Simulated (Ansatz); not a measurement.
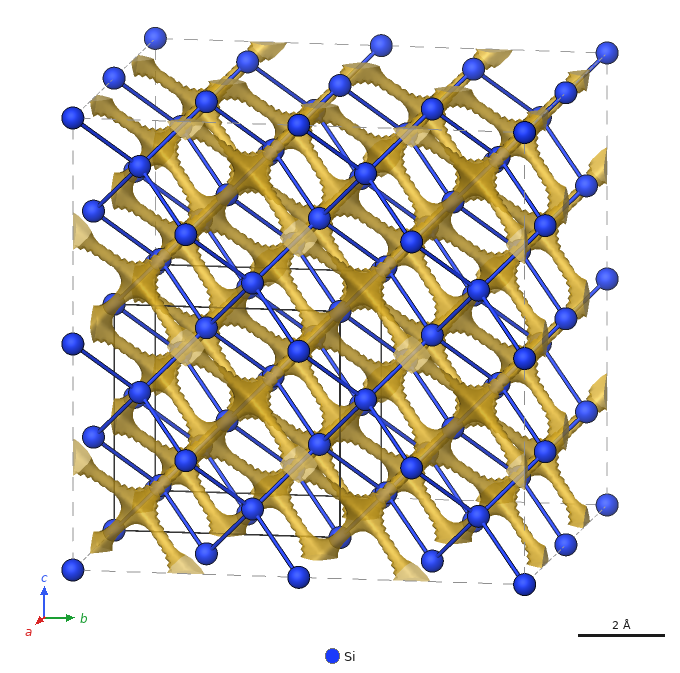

The yellow surface encloses the points that the centre of a probe sphere of radius 0.95 Å can occupy in Si (Fd-3m, No. 227), computed on a grid of about 0.15 Å (2×2×2 cells shown, view slightly off an axis; pale faces close the region where the box cuts it).

The atoms' radii are covalent radii (Cordero): Si 1.11 Å.

Source of the atomic positions: the input geometry of an electronic-structure calculation (not necessarily at equilibrium).

```
CELL_PARAMETERS angstrom
5.40203 0.00000 0.00000
0.00000 5.40203 0.00000
0.00000 0.00000 5.40203
ATOMIC_POSITIONS crystal
Si 0.50000 0.00000 0.50000
Si 0.25000 0.25000 0.25000
Si 0.50000 0.50000 0.00000
Si 0.25000 0.75000 0.75000
Si 0.00000 0.00000 0.00000
Si 0.75000 0.25000 0.75000
Si 0.00000 0.50000 0.50000
Si 0.75000 0.75000 0.25000
```

Q: Is the space open to the probe made of pockets or channels?

A: Where they connect, they form a three-dimensional network.

Q: What share of the cell can the probe's centre reach?

A: About 3.3 % of the volume (5.3 Å³ of 157.6 Å³).

Q: Give the largest included and the largest free sphere.

A: The largest sphere that fits anywhere has a diameter of 2.46 Å; the largest that can travel through the crystal, about 2.2 Å.

Q: How does the connectivity change as the probe shrinks?

A: Below a radius of about 1.10 Å the space forms a three-dimensional network. These are grid estimates, good to about 0.05 Å.
